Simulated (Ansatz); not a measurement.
F$_{3}$HTi···CH$_{4}$

Input

```
crystal:
  periodic: [false, false, false]
  atoms:
    - { symbol: Ti, position_ang: [-0.9762, -0.8519, 0.052] }
    - { symbol: C, position_ang: [1.0767, 0.6528, -0.2729] }
    - { symbol: F, position_ang: [-0.2385, -1.8751, -1.108] }
    - { symbol: F, position_ang: [-0.9802, -1.7594, 1.5047] }
    - { symbol: F, position_ang: [-2.3779, -0.2205, -0.7033] }
    - { symbol: H, position_ang: [-0.0064, 0.822, 0.6086] }
    - { symbol: H, position_ang: [-0.6875, 1.0929, 1.2795] }
    - { symbol: H, position_ang: [1.513, 1.598, 0.0331] }
    - { symbol: H, position_ang: [0.8901, 0.6949, -1.356] }
    - { symbol: H, position_ang: [1.7869, -0.1537, -0.0378] }
basis:
  gaussian: { orbitals: def2-SVP }
hamiltonian:
  xc: revpbe
  dispersion: d4
relax:
  f_tol: 0.15
  max_steps: 25
  restrain:
    - { distance: [0, 6], at: 1.91, k: 30.0 }
    - { distance: [5, 1], at: 1.07, k: 30.0 }
    - { distance: [0, 1], at: 3.66, k: 30.0 }
    - { distance: [5, 6], at: 1.92, k: 30.0 }
output:
  orbitals: {}
```

Launched as:

```sh
ansatz run input.yaml --threads 2 --pin off --max-ram 3072MiB --backend cpu --events-out ev --progress --plain --runs-dir out
```

The fields are those of the run's last geometry, not of the input's.

Not at a stationary point (largest force 1.4 eV/Å).

Theory: Ansatz, RKS revPBE-D4/def2-SVP.

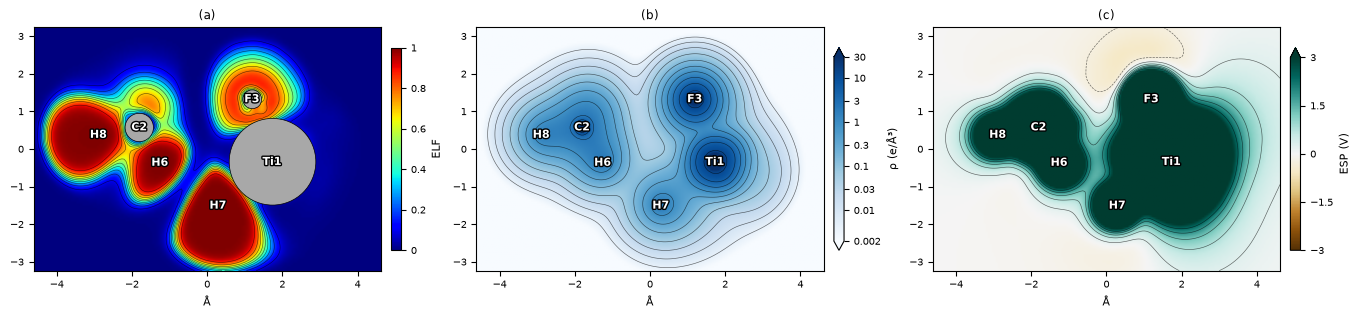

Figure 1. (a) electron localisation function; (b) total electron density; (c) electrostatic potential on the plane of atoms F3, Ti1 and H7. Grey discs cover the atomic cores in the ELF map.

Q: What does the map show?

A: Atoms in the plane: Ti, C, F and H.
H6···H7 (1.93 Å): the density falls to about 0.12 e/Å³ on the way; the ELF dips to about 0.10 between them.
Ti–F (1.75 Å): the density is about 1.1 e/Å³ at the midpoint; the ELF peaks at about 0.80 in the valence shell of F, 0.5 Å from its nucleus, and drops to about 0.20 between the two atoms.
C–H (1.09 Å): ρ is about 1.9 e/Å³ halfway; the ELF climbs to about 1 towards the hydrogen, as it does in any bond to H: an ordinary covalent bond to hydrogen.
Ti–H (1.86 Å): ρ is about 0.73 e/Å³ halfway; the ELF climbs to about 1 towards the hydrogen.
Outside the dense part of the complex the potential is most negative (−0.5 V) near F3.

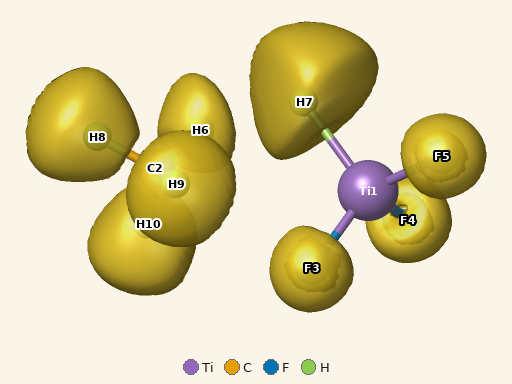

Figure 2. Isosurface of the ELF at 0.8 (yellow), seen at a tilt. Core shells and regions of very low density are left out.

Q: What do the ELF domains correspond to?

A: The surface consists of five regions around hydrogen nuclei and three regions wrapped around F (the valence shell of each). Along the contacts the grid gives the following. Ti–F (1.74 Å): the ELF peaks at about 0.85 in the valence shell of F, 0.5 Å from its nucleus, and drops to about 0.20 between the two atoms.

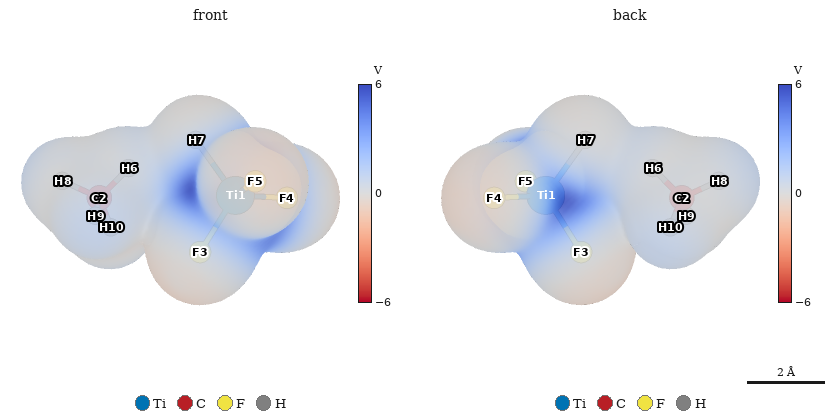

Figure 3. The molecular electrostatic potential painted on the density surface at 0.004 e/bohr³, seen from the front and from behind; red is negative and blue positive.

Q: Describe the electrostatic potential map.

A: The most negative region (about −0.5 V, or −12 kcal/mol for a unit charge) lies over F3, F4 and F5, the most positive (about +5.1 V, or +118 kcal/mol for a unit charge) over Ti1.
